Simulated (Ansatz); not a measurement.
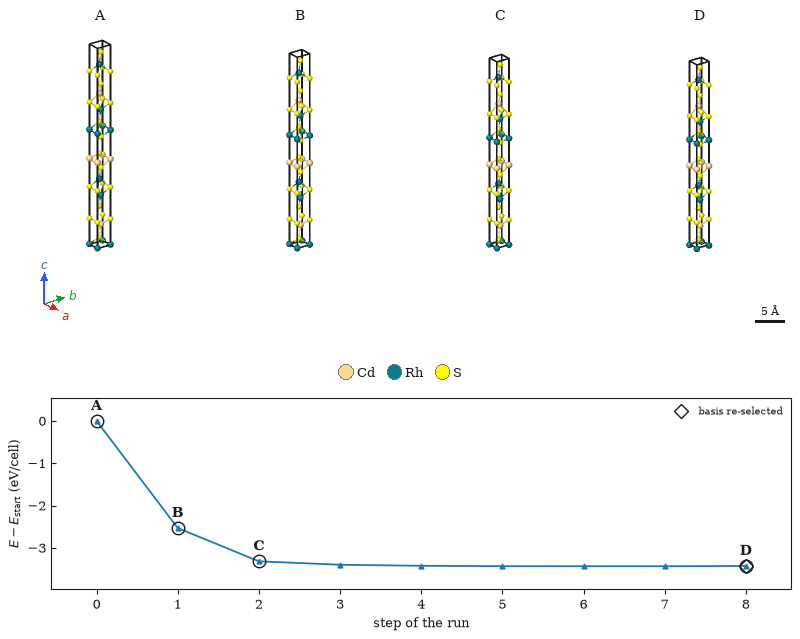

Frames of a relaxation of solid CdRh2S4 (built on the GeSb2Te4-160 type type), marked on the history of the run. A ball-and-stick model of the conventional cell (3 times the calculation's cell), seen slightly off an axis. Lengths and directions refer to the drawn axes.

All numbers below come from DFT, PBEsol, plane waves, PAW (Ansatz). Set-up: plane-wave cutoff 420 eV; k-point mesh 6 × 6 × 6; occupations fermi dirac; smearing width 0.03 eV; no spin polarisation; cell and atoms relaxed; force threshold 0.01 eV/Å; at most 120 steps.

What happens along the run?

The energy falls by 3.427 eV per cell of the calculation in 7 accepted moves (8 points after the start). The largest force component goes from 3.2 to 0.0087 eV/Å. Pressure: −17.36 GPa at the start and 0.02 GPa at the end. At 1 point the geometry stayed and the basis and grid were re-selected for the new cell (energy shift of 6.1 meV per cell of the calculation at most each time). The largest move relative to the cell is that of an S atom, 0.33 Å along −c. By element the largest moves are S 0.33 Å, Rh 0.19 Å, Cd 0.01 Å. Cell: a = b 3.771 → 3.494 Å (−7.3 %), c 36.483 → 33.423 Å (−8.4 %). Volume −21.4 %. Among the contacts that change: Rh–S 2.765 → 2.385 Å, Rh–S 2.641 → 2.302 Å, Rh–S 2.654 → 2.373 Å, Rh–S 2.805 → 2.699 Å. Among the angles between lasting bonds that change: Rh–S–Rh 179.0° → 170.6°, S–Rh–S 175.4° → 167.2°, Rh–S–Rh 86.0° → 94.2°. The space group stays R3m (No. 160). The run took 48 s on 4 threads of Arm Neoverse V1, on a shared host, peak memory 0.55 GiB. From step 0 to 1: an S atom moves most (0.19 Å), volume −11.3 %, energy −2.531 eV per cell of the calculation. From step 1 to 2: an S atom moves most (0.18 Å), volume −9.5 %, energy −0.786 eV per cell of the calculation. From step 2 to 8: an S atom moves most (0.19 Å), volume −2.0 %, energy −0.110 eV per cell of the calculation.

| step | E − E(0), meV/atom | largest force component, eV/Å | pressure, GPa | volume, Å³/atom | note |
| --- | --- | --- | --- | --- | --- |
| 0 | 0.00 | 3.2040 | -17.36 | 21.397 |  |
| 1 | -361.56 | 1.8501 | -10.71 | 18.975 |  |
| 2 | -473.90 | 0.7841 | 1.51 | 17.163 |  |
| 3 | -485.44 | 0.3517 | 0.00 | 17.137 |  |
| 4 | -489.03 | 0.1817 | 0.04 | 16.910 |  |
| 5 | -490.24 | 0.0926 | 0.22 | 16.777 |  |
| 6 | -490.41 | 0.0417 | 0.07 | 16.803 |  |
| 7 | -490.46 | 0.0083 | 0.02 | 16.827 |  |
| 8 | -489.58 | 0.0087 | 0.02 | 16.827 | same geometry, new basis |
